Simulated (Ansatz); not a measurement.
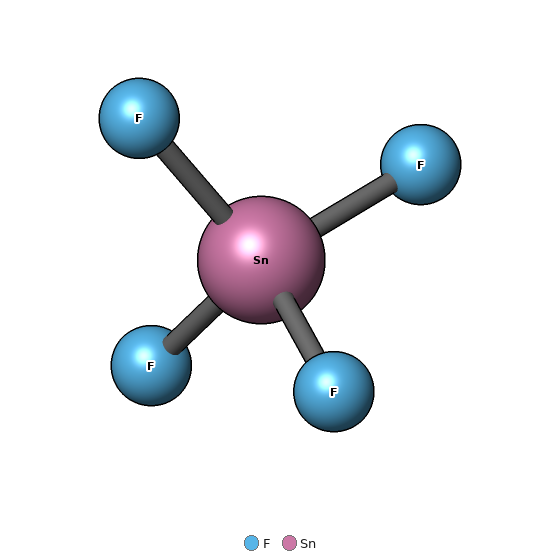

The molecule: SnF₄, SMILES [F][Sn]([F])([F])[F], singlet.

Kohn-Sham orbital energies near the frontier, revPBE/def2-TZVPP in the Ansatz code 0.2.0, at a PBE0-D4/def2-TZVP geometry (a minimum by its frequencies), isolated molecule; empty levels in grey, levels within 0.03 eV side by side.

Q: Where do the frontier orbitals lie?

A: HOMO at −10.15 eV, LUMO at −4.43 eV, 5.72 eV apart.

Q: Is the HOMO or the LUMO degenerate, or nearly so?

A: The HOMO is one of 3 levels that coincide within 0.005 eV and the LUMO stands alone.

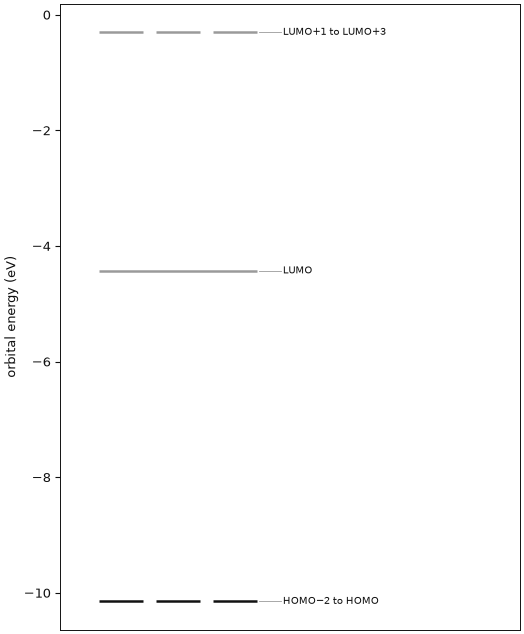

Note: core potentials past krypton; spin-orbit coupling is left out, and with Sn it can shift these levels and split any degenerate set; empty levels above zero depend strongly on the basis.
